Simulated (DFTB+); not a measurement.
## Si2H6O: geometry relaxation (part 4 of 4)

Si2H6O; GFN1-xTB, R-SCC, dispersion built in (DFTB+ 25.1). The geometry comes from this level: GFN2-xTB.

Geometry of the input (Å):
```
Si -0.7574  1.0749  -0.9278
O  0.1378  0.0270  -0.0817
Si 0.7680  -1.0734  0.9220
H  -1.7988  0.3070  -1.6084
H  0.1674  1.7072  -1.8637
H  -1.3266  2.0317  0.0197
H  2.1878  -1.1341  0.5838
H  0.0804  -2.3384  0.6694
H  0.5412  -0.6018  2.2868
```

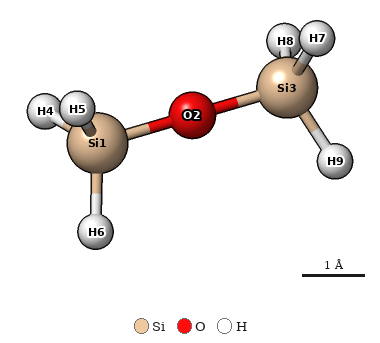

Figure 1. The geometry at step 28 of the log (ball-and-stick view, seen at a tilt; atoms are numbered from 1 in the order of the input).

**Trajectory as extended XYZ, continued**
```
9
Properties=species:S:1:pos:R:3 step=26 energy=-321.74652
Si   -0.7851    1.1058   -0.9528
O     0.0035    0.0007   -0.0018
Si    0.7866   -1.1058    0.9522
H    -1.8173    0.3990   -1.6811
H     0.1937    1.6833   -1.8499
H    -1.3557    2.1073   -0.0773
H     2.1800   -1.1100    0.5580
H     0.1681   -2.3946    0.7244
H     0.6276   -0.6864    2.3284
9
Properties=species:S:1:pos:R:3 step=27 energy=-321.74654
Si   -0.7852    1.1057   -0.9527
O     0.0029    0.0004   -0.0015
Si    0.7863   -1.1059    0.9524
H    -1.8170    0.3987   -1.6813
H     0.1937    1.6834   -1.8500
H    -1.3554    2.1076   -0.0772
H     2.1798   -1.1101    0.5581
H     0.1684   -2.3946    0.7239
H     0.6280   -0.6861    2.3283
9
Properties=species:S:1:pos:R:3 step=28 energy=-321.74656
Si   -0.7853    1.1056   -0.9525
O     0.0020    0.0001   -0.0010
Si    0.7860   -1.1059    0.9525
H    -1.8167    0.3981   -1.6818
H     0.1935    1.6835   -1.8501
H    -1.3549    2.1080   -0.0768
H     2.1795   -1.1103    0.5583
H     0.1688   -2.3946    0.7231
H     0.6284   -0.6855    2.3283
9
Properties=species:S:1:pos:R:3 step=30 energy=-321.74657
Si   -0.7853    1.1056   -0.9525
O     0.0012   -0.0001   -0.0007
Si    0.7860   -1.1058    0.9524
H    -1.8163    0.3977   -1.6821
H     0.1933    1.6833   -1.8498
H    -1.3544    2.1083   -0.0766
H     2.1790   -1.1103    0.5584
H     0.1690   -2.3949    0.7224
H     0.6288   -0.6848    2.3285
```

**Results in brief**

| quantity | value |
| --- | --- |
| outcome | converged |
| Mermin free energy | −11.823968 hartree |
| basis functions | 34 |
| largest force | 0.005 eV/Å |
| HOMO | −12.31 eV |
| LUMO | −5.32 eV |
| dipole moment | 0.00 D |
| hardware | 1 thread of AMD EPYC (Zen 5), 32 GiB of memory available, shared host |
| wall time | 0.54 s |
| peak memory | 0.072 GiB |

Settings chosen away from the usual ones: gtol.
